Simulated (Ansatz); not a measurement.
Band structure of SiC (P6_3mc, 4 atoms in the cell).

```xyz
4
Lattice="3.0206 0.0000 0.0000 -1.5103 2.6160 0.0000 0.0000 0.0000 4.9585" Properties=species:S:1:pos:R:3 pbc="T T T"
Si     0.0000     1.7440     2.4773
Si     1.5103     0.8720     4.9565
C      0.0000     1.7440     4.3406
C      1.5103     0.8720     1.8614
```

Method of the run: PBE (plane waves, PAW; Ansatz, a quantum-chemistry and plane-wave program).

Settings: basis.ecutwfc = 420 eV; kpoints.mp_grid.grid = 13 13 7; hamiltonian.xc = pbe; hamiltonian.pseudopotentials = {kind: paw} (the program's default PAW files); scf.occupations.method = fixed; kpoints.band_path.npoints = 8.

The starting cell comes from a database of computed structures (which also holds hypothetical and non-ambient phases and stackings), without a prior relaxation at this level. Its lattice was rescaled by a random factor within 2.5 % of one.

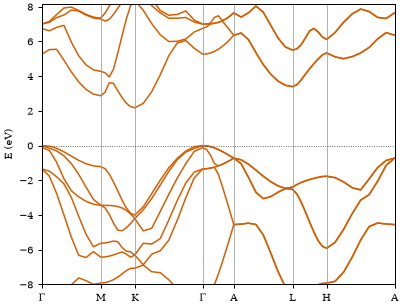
Figure: Bands along the path, energies from the top of the valence band on the path.

Read off roughly the gap and where its edges lie.

The gap along the path is about 2.2 eV (computed: 2.18 eV), from Γ to K; the smallest direct gap on it is 4.08 eV.

Levels in eV from the top of the valence band on the path, bands 5 to 11:
| point | 5 | 6 | 7 | 8 | 9 | 10 | 11 |
|---|---|---|---|---|---|---|---|
| Γ | -1.34 | -0.12 | 0.00 | 0.00 | 5.26 | 6.76 | 7.00 |
| M | -5.62 | -3.44 | -3.43 | -1.21 | 2.87 | 4.28 | 7.29 |
| K | -6.30 | -4.20 | -4.20 | -4.00 | 2.18 | 8.37 | 9.11 |
| A | -0.72 | -0.72 | -0.72 | -0.72 | 6.36 | 6.36 | 7.65 |
| L | -2.52 | -2.52 | -2.39 | -2.39 | 3.40 | 3.40 | 5.50 |
| H | -5.91 | -5.91 | -1.77 | -1.77 | 5.34 | 5.34 | 6.11 |

Keys are those of Ansatz 0.2.
